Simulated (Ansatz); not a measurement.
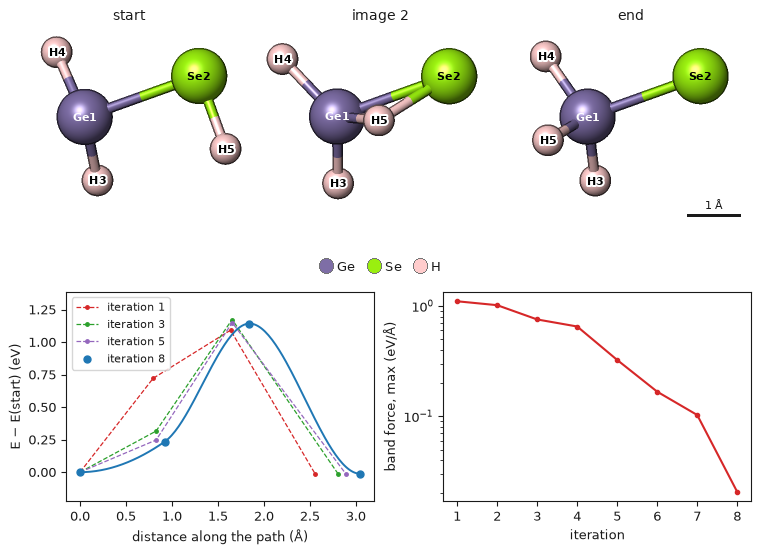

NEB run on GeH3Se (multiplicity 2). Images are numbered from 0 (start) to 3 (end). The plot follows the band through its iterations. The picture is a ball-and-stick view, seen at a tilt.

Level of theory: UKS BLYP/def2-mTZVP (Ansatz).

Input
```yaml
crystal:
  periodic: [false, false, false]
  atoms:
    - { symbol: Ge, position_ang: [-0.731225, -0.427466, 0.317851] }
    - { symbol: Se, position_ang: [0.637799, 1.483563, -0.263646] }
    - { symbol: H, position_ang: [0.158829, -1.718557, 0.166129] }
    - { symbol: H, position_ang: [-1.80919, -0.437831, -0.82612] }
    - { symbol: H, position_ang: [1.793887, 1.026591, 0.564386] }
magnetization:
  spin_polarized: true
  initial_magnetization: 1
basis:
  gaussian: { orbitals: def2-mTZVP }
hamiltonian:
  xc: blyp
neb:
  order_check: false
  images: 2
  f_tol: 0.05
  max_iterations: 60
  climbing: true
  final_atoms:
    - { symbol: Ge, position_ang: [-0.06355489, -0.1411514, 0.08647242] }
    - { symbol: Se, position_ang: [0.80460919, 1.44571948, -1.47670436] }
    - { symbol: H, position_ang: [0.46208736, -1.56933876, -0.21287636] }
    - { symbol: H, position_ang: [-1.61448922, -0.13558669, 0.08992769] }
    - { symbol: H, position_ang: [0.46144756, 0.32665737, 1.47178061] }
  initial_path:
    images:
      - { positions_ang: [[-0.731225, -0.427466, 0.317851], [0.637799, 1.483563, -0.263646], [0.158829, -1.718557, 0.166129], [-1.80919, -0.437831, -0.82612], [1.793887, 1.026591, 0.564386]] }
      - { positions_ang: [[-0.48784833, -0.34540569, 0.26852653], [0.76133606, 1.49000332, -0.56965838], [0.25199654, -1.63764486, 0.06702668], [-1.76227963, -0.36152602, -0.57494791], [1.28689536, 0.78087324, 0.76765309]] }
      - { positions_ang: [[-0.26529163, -0.24996749, 0.19140034], [0.81693946, 1.47738881, -0.97401117], [0.35308266, -1.58790544, -0.05930844], [-1.69737937, -0.26077791, -0.26959868], [0.84274888, 0.54756203, 1.07011795]] }
      - { positions_ang: [[-0.06355489, -0.1411514, 0.08647242], [0.80460919, 1.44571948, -1.47670436], [0.46208736, -1.56933876, -0.21287636], [-1.61448922, -0.13558669, 0.08992769], [0.46144756, 0.32665737, 1.47178061]] }
```

Run as
```bash
ansatz run input.yaml --threads 2 --pin off --max-ram 3072MiB --backend cpu --events-out ev --progress --plain --runs-dir out
```

Q: Did the band converge, and can the barrier be trusted?

A: The run is converged, with reservations. The band converged in 8 iterations. The largest component of the band force went from 1.1 to 0.021 eV/Å. The climbing image converged on the top of the path. Its curvatures weren't checked. So few images resolve the path coarsely. The first iteration put the highest image at 1.09 eV. The energy climbs by 1.14 eV to image 2 and then falls by 1.15 eV, so the end point sits at −0.01 eV.

Cost: 36 s on 2 threads of Arm Neoverse V1 (shared host), peak memory 0.17 GiB.
